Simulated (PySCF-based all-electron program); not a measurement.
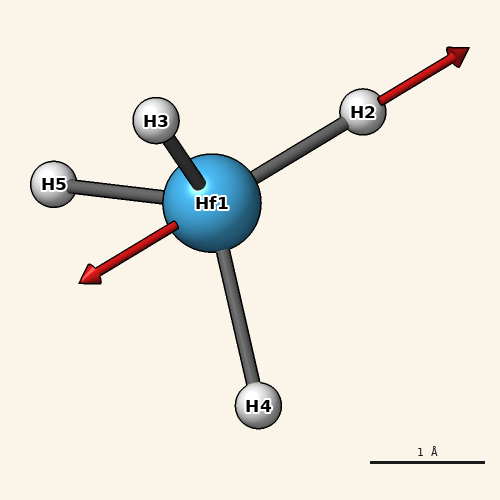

Arrows show the forces on the atoms, 0.4 Å of arrow for 1 eV/Å; forces under a tenth of the largest aren't drawn. The species is neutral and a spin singlet. Level of theory: PBE, all-electron, scalar-relativistic (Koelling-Harmon), large uncontracted Gaussian sets (PySCF-based all-electron program).

**Which bond do the forces act along most?**

Hf1–H2, now 1.665 Å: the forces push its atoms apart, so a first step downhill lengthens it.

List the force components in the frame of the picture (x right, y up, z towards the viewer), in eV/Å.

```csv
atom,Fx,Fy,Fz
Hf1,−2.17,−1.31,0.96
H2,1.99,1.20,−0.88
H3,0.06,−0.02,−0.11
H4,0.01,0.12,−0.03
H5,0.11,0.01,0.06
```
